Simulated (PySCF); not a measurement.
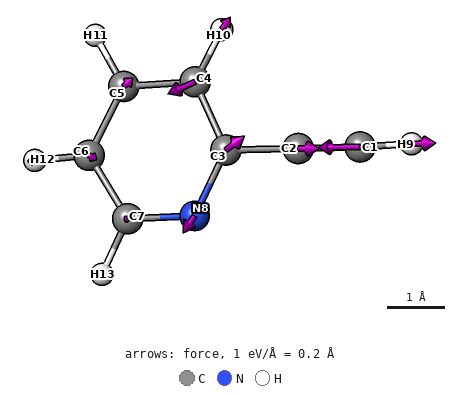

Starting geometry of C7H5N with the computed forces as purple arrows. A ball-and-stick model, seen at a tilt.

The start comes from GFN2-xTB. Its atoms were then displaced at random by about 0.01 Å.

The calculation used PBE0-D3(BJ)/def2-SVP geometry optimisation, gas phase in PySCF 2.14.0, density-fitted response routines. 

What follows when this structure is relaxed?

It isn't relaxed: the largest force vector, on C1, is 4.24 eV/Å. The final displacements follow the starting forces only in part (cosine between the two patterns 0.57). The atom that moves furthest after the best rigid fit is H9 (0.061 Å). Largest moves by element: H 0.061 Å, C 0.034 Å, N 0.030 Å. Near-neighbour distances that change, for instance: C1–H9 1.021 → 1.074 Å, C4–H10 1.053 → 1.091 Å, C3–N8 1.303 → 1.339 Å, C4–C5 1.416 → 1.390 Å. Among the angles between lasting bonds that change: C3–C4–H10 123.7° → 119.8°, C4–C3–N8 125.9° → 122.7°, C3–C4–C5 115.5° → 118.5°. After 8 geometry steps the energy has fallen by 0.211 eV.
